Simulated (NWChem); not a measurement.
# O2F (SMILES [O]OF) at 6 levels

Aim: a comparison of 6 runs (UHF/3-21G, UHF/def2-TZVPPD, UB3LYP/6-31G*, USVWN5/def2-TZVPPD, UCCSD(T)/6-31+G*) of O2F. 

Program for the calculation: NWChem 7.3.0.

## Step 1: The system as given

O2F has 3 atoms, charge 0, and is taken as a doublet. As SMILES, `[O]OF`. Geometry: relaxed at PBE0-D4/def2-TZVP.

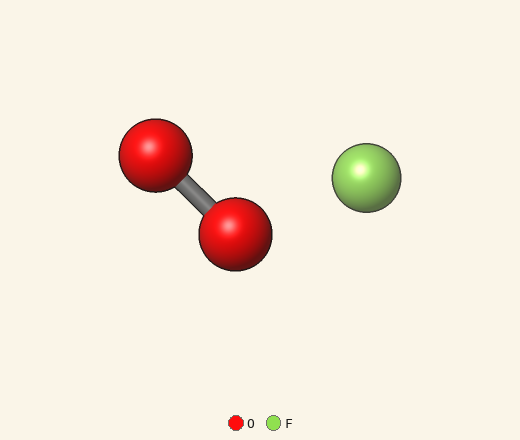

Viewed from a chosen angle; oxygen red, fluorine green.

## Step 2: Energy and gradient at UHF/3-21G (run 1)

mol.nw

```
start mol
memory stack 880 mb heap 220 mb global 1100 mb

geometry noautosym nocenter noautoz
O        0.933400      -0.295440       0.482240
O        0.133270       0.497870       0.127930
F       -1.066650      -0.202430      -0.610160
end

basis spherical bse
* library 3-21G
end

scf
nopen 1
uhf
thresh 1e-08
maxiter 80
end

task scf gradient
```

Command:

```console
$ nwchem mol.nw > mol.out
```

Log:

```text
[...]
  functions       =    27
[...]
  wavefunction    = UHF
[...]
         Total SCF energy =   -247.559957178166
      One electron energy =   -481.613025010176
      Two electron energy =    164.456370595585
 Nuclear repulsion energy =     69.596697236425
                       Sz =      0.5000
                 Sz(Sz+1) =      0.7500
                      S^2 =      1.4178
[...]
                         UHF ENERGY GRADIENTS
    atom               coordinates                        gradient
                 x          y          z           x          y          z
   1 O       1.763870  -0.558301   0.911301   -0.105226   0.104484  -0.046579
   2 O       0.251844   0.940838   0.241753    0.034480  -0.145876   0.003051
   3 F      -2.015676  -0.382537  -1.153035    0.070746   0.041392   0.043528
[...]
```

It took 0.96 s on 1 thread of AMD EPYC 9B45 (Zen 5), shared host; peak memory 0.099 GiB.

## Step 3: Energy and forces at UHF/def2-TZVPPD (run 2)

run.py

```python
from ase import Atoms
from ase.calculators.nwchem import NWChem

molecule = Atoms(['O', 'O', 'F'], positions=[
    [0.933400, -0.295440, 0.482240],
    [0.133270, 0.497870, 0.127930],
    [-1.066650, -0.202430, -0.610160],
])

calc = NWChem(
    label='job',
    theory='scf',
    memory='2200 mb',
    basis='def2-TZVPPD',
    basispar='spherical bse',
    scf={'nopen': '1', 'uhf': None, 'thresh': '1e-08', 'maxiter': '80'},
)
molecule.calc = calc

forces = molecule.get_forces()
print(f"energy = {molecule.get_potential_energy():.6f} eV")
print("forces (eV/A):")
for s, f in zip(molecule.symbols, forces):
    print(f"{s:2s} {f[0]:10.5f} {f[1]:10.5f} {f[2]:10.5f}")
```

Command:

```console
$ export ASE_NWCHEM_COMMAND="nwchem PREFIX.nwi > PREFIX.nwo"
$ python run.py
```

Log:

```text
energy = -6776.747653 eV
forces (eV/A):
O    -0.31892    0.37872   -0.13437
O     3.55188    1.46640    2.11849
F    -3.23296   -1.84513   -1.98407
```

The calculator wrote job.nwi:

```
title "job"

permanent_dir job

scratch_dir job

start job

geometry units angstrom nocenter noautosym noautoz
  O  9.3340000000000001e-01 -2.9543999999999998e-01 4.8224000000000000e-01
  O  1.3327000000000000e-01 4.9786999999999998e-01 1.2792999999999999e-01
  F  -1.0666500000000001e+00 -2.0243000000000000e-01 -6.1016000000000004e-01
end

memory 2200 mb

basis spherical bse noprint
   * library def2-TZVPPD
end

scf
  nopen 1
  uhf
  thresh 1e-08
  maxiter 80
end

task scf gradient
```

job.nwo:

```text
Northwest Computational Chemistry Package (NWChem) 7.3.0
             --------------------------------------------------------

           Job information
           ---------------

    nwchem branch   = 7.3.0
    use scalapack   = T
    input           = job.nwi
    prefix          = job.
    data base       = job/job.db
    status          = startup
    nproc           =        1

           Memory information
           ------------------

    heap     =     72089598 doubles =      550.0 Mbytes
    stack    =     72089595 doubles =      550.0 Mbytes
    global   =    144179200 doubles =     1100.0 Mbytes (distinct from heap & stack)
    total    =    288358393 doubles =     2200.0 Mbytes
    verify   = yes
    hardfail = no

[... 103 lines left out ...]
 Convergence threshold     :          1.000E-08
[... 18 lines left out ...]
       Final UHF  results
[... 3 lines left out ...]
      One electron energy =   -483.544121721318
[... 1 line left out ...]
 Nuclear repulsion energy =     69.596697236425
[... 35 lines left out ...]
          Final beta eigenvalues
[... 237 lines left out ...]
                     UHF Final Beta Molecular Orbital Analysis
[... 280 lines left out ...]
                                        job

  wavefunction    =   UHF

                         UHF ENERGY GRADIENTS

    atom               coordinates                        gradient
                 x          y          z           x          y          z
   1 O       1.763870  -0.558301   0.911301    0.006202  -0.007365   0.002613
   2 O       0.251844   0.940838   0.241753   -0.069073  -0.028517  -0.041198
   3 F      -2.015676  -0.382537  -1.153035    0.062871   0.035882   0.038584

                 ----------------------------------------
                 |  Time  |  1-e(secs)   |  2-e(secs)   |
                 ----------------------------------------
                 |  CPU   |       0.01   |       4.14   |
                 ----------------------------------------
                 |  WALL  |       0.01   |       4.14   |
                 ----------------------------------------

 Task  times  cpu:       75.8s     wall:       75.8s
 Total times  cpu:       75.8s     wall:       75.8s
```

Wall time 77 s (1 thread of AMD EPYC 9B45 (Zen 5), shared host); peak memory 0.12 GiB.

Run 3 isn't shown in full; the table further down has it.

## Step 4: Energy and gradient at UB3LYP/6-31G(d) (Cartesian functions) (run 4)

geom.nw

```
start geom
title "FO2"
memory 2200 mb

geometry units angstrom noautosym nocenter noautoz
  O      0.933400    -0.295440     0.482240
  O      0.133270     0.497870     0.127930
  F     -1.066650    -0.202430    -0.610160
end

basis
  * library 6-31G*
end

dft
  xc b3lyp
  mult 2
  grid xfine
  convergence energy 1e-08
  iterations 100
  mulliken
end

task dft gradient
```

Command:

```console
$ nwchem geom.nw > geom.out
```

Log:

```text
[...]
          Wavefunction type:  spin polarized.
          No. of atoms     :     3
          No. of electrons :    25
[...]
          Charge           :     0
          Spin multiplicity:     2
[...]
          AO basis - number of functions:    45
[...]
              XC Information
              --------------
                         B3LYP Method XC Potential
                     Hartree-Fock (Exact) Exchange  0.200
                        Slater Exchange Functional  0.800 local
                    Becke 1988 Exchange Functional  0.720 non-local
              Lee-Yang-Parr Correlation Functional  0.810
                  VWN I RPA Correlation Functional  0.190 local
[...]
 d= 0,ls=0.0,diis     1   -249.8588182409 -3.19D+02  2.49D-02  4.99D-01     0.5
[...]
 d= 0,ls=0.0,diis    16   -250.0535811412 -7.94D-10  5.60D-07  7.53D-11     6.4
[...]
         Total DFT energy =     -250.053581141230
      One electron energy =     -483.726163618286
           Coulomb energy =      191.497399701835
    Exchange-Corr. energy =      -27.421514461204
 Nuclear repulsion energy =       69.596697236425
[...]
      Total Density - Mulliken Population Analysis
     ---------------------------------------------
    Atom       Charge   Shell Charges
 -----------   ------   -------------------------------------------------------
    1 O    8     7.98   1.99  0.97  2.77  0.94  1.25  0.05
    2 O    8     7.80   1.99  1.01  2.69  0.89  1.14  0.08
    3 F    9     9.22   1.99  0.97  3.22  0.99  2.00  0.05
[...]
      <S2> =      0.7751 (Exact =     0.7500)
[...]
  wavefunction    = open shell
                         DFT ENERGY GRADIENTS
    atom               coordinates                        gradient
                 x          y          z           x          y          z
   1 O       1.763870  -0.558301   0.911301   -0.031097   0.029774  -0.013886
   2 O       0.251844   0.940838   0.241753    0.027130  -0.031384   0.011523
   3 F      -2.015676  -0.382537  -1.153035    0.003967   0.001610   0.002363
[...]
```

Run time: 7.5 s. Hardware: 1 thread of AMD EPYC 9B45 (Zen 5), shared host; peak memory 0.12 GiB.

Run 5 isn't shown in full; the table further down has it.

## Step 5: A single-point energy at UCCSD(T)/6-31+G(d) (spherical functions) (run 6)

run.py

```python
from ase import Atoms
from ase.calculators.nwchem import NWChem

atoms = Atoms(['O', 'O', 'F'], positions=[
    [0.933400, -0.295440, 0.482240],
    [0.133270, 0.497870, 0.127930],
    [-1.066650, -0.202430, -0.610160],
])

calc = NWChem(
    label='fo2',
    theory='tce',
    memory='2200 mb',
    basis='6-31+G*',
    basispar='spherical bse',
    scf={'nopen': '1', 'uhf': None, 'thresh': '1e-08', 'maxiter': '80'},
    tce={'scf': None, 'ccsd(t)': None, 'freeze': 'core 3', 'maxiter': '60'},
    task='energy',
)
atoms.calc = calc

print(f"energy = {atoms.get_potential_energy():.6f} eV")
```

Command:

```console
$ export ASE_NWCHEM_COMMAND="nwchem PREFIX.nwi > PREFIX.nwo"
$ python run.py
```

Log:

```text
energy = -6788.618409 eV
```

The calculator wrote fo2.nwi:

```
title "fo2"

permanent_dir fo2

scratch_dir fo2

start fo2

geometry units angstrom nocenter noautosym noautoz
  O  9.3340000000000001e-01 -2.9543999999999998e-01 4.8224000000000000e-01
  O  1.3327000000000000e-01 4.9786999999999998e-01 1.2792999999999999e-01
  F  -1.0666500000000001e+00 -2.0243000000000000e-01 -6.1016000000000004e-01
end

memory 2200 mb

basis spherical bse noprint
   * library 6-31+G*
end

scf
  nopen 1
  uhf
  thresh 1e-08
  maxiter 80
end
tce
  scf
  ccsd(t)
  freeze core 3
  maxiter 60
end

task tce energy
```

fo2.nwo:

```text
Northwest Computational Chemistry Package (NWChem) 7.3.0
             --------------------------------------------------------

           Job information
           ---------------

    nwchem branch   = 7.3.0
    use scalapack   = T
    input           = fo2.nwi
    prefix          = fo2.
    data base       = fo2/fo2.db
    status          = startup
    nproc           =        1

           Memory information
           ------------------

    heap     =     72089596 doubles =      550.0 Mbytes
    stack    =     72089601 doubles =      550.0 Mbytes
    global   =    144179200 doubles =     1100.0 Mbytes (distinct from heap & stack)
    total    =    288358397 doubles =     2200.0 Mbytes
    verify   = yes
    hardfail = no

[... 93 lines left out ...]
 1-e energy   =    -484.001645
[... 9 lines left out ...]
 Convergence threshold     :          1.000E-08
[... 21 lines left out ...]
         Total SCF energy =   -248.930921866254
[... 2 lines left out ...]
 Nuclear repulsion energy =     69.596697236425
[... 63 lines left out ...]
                    UHF Final Alpha Molecular Orbital Analysis
[... 616 lines left out ...]
 CCSD total energy / hartree       =      -249.455889428035533
[... 1 line left out ...]
 Singles contributions
    14a   (alpha) ---    12a   (alpha)       -0.2901601992
    13a   (beta ) ---    11a   (beta )        0.1063356530
    14a   (beta ) ---     7a   (beta )        0.1317342038

 Doubles contributions
 CCSD(T)
 Using plain CCSD(T) code
             total no. of tasks           20
 total no. of tasks / no. procs           20
                         wl_min      6751269          13.7
                         wl_max      9261000          14.5
        thresh for no. of tasks           20

 CCSD[T]  correction energy / hartree =        -0.026923030807988
 CCSD[T] correlation energy / hartree =        -0.551890592589999
 CCSD[T] total energy / hartree       =      -249.482812458843512
 CCSD(T)  correction energy / hartree =        -0.021237645883522
 CCSD(T) correlation energy / hartree =        -0.546205207665533
 CCSD(T) total energy / hartree       =      -249.477127073919064

 Task  times  cpu:       23.7s     wall:       23.7s
 Total times  cpu:       23.7s     wall:       23.7s
```

Wall time 25 s (1 thread of AMD EPYC 9B45 (Zen 5), shared host); peak memory 0.45 GiB.

## Step 6: All runs side by side

```
run                                   level  iteration cap  module  energy (Eh)  dipole moment (D)  HOMO energy (eV)  LUMO energy (eV)  wall time
  1                               UHF/3-21G             80     scf  -247.559957               0.34            -14.75              3.26     0.96 s
  2                         UHF/def2-TZVPPD             80     scf  -249.040885               0.53            -15.07              2.18       77 s
  3     UB3LYP/6-31G* (spherical functions)            100     dft  -250.049161               1.29             -8.77             -4.07      6.9 s
  4     UB3LYP/6-31G* (Cartesian functions)            100     dft  -250.053581               1.28             -8.79             -4.09      7.5 s
  5                      USVWN5/def2-TZVPPD            100     dft  -248.517784               1.58             -7.50             -6.06       20 s
  6  UCCSD(T)/6-31+G* (spherical functions)             80     tce  -249.477127                  –            -15.14              2.27       25 s
```

## Step 7: Outcome

| quantity | value |
| --- | --- |
| run 6: total energy | -249.47713 Eh |
| run 6: HOMO energy (Hartree–Fock orbitals) (highest over α and β) | -15.14 eV |
| run 6: LUMO energy (Hartree–Fock orbitals) (lowest over α and β) | 2.27 eV |
| run 6: correlation energy (3 core orbitals frozen) | -546.2 mEh |
| run 6: (T) correction | -21.24 mEh |
| run 6: ⟨S²⟩ of the reference determinant | 1.430 |

In words: Over runs 1, 2, 3, 4, 5 the dipole moment (its size) runs from 0.34 D (UHF/3-21G) to 1.58 D (USVWN5/def2-TZVPPD). The two ends differ in method and basis. Totals of different functionals can't be ranked against each other. Spin contamination of the reference: run 2 ⟨S²⟩ = 1.44, run 6 ⟨S²⟩ = 1.43, run 1 ⟨S²⟩ = 1.42. Where it is this large, the reference is a mixture of spin states, and values that rest on it are in doubt. All runs together took 2.3 min, the longest 77 s.
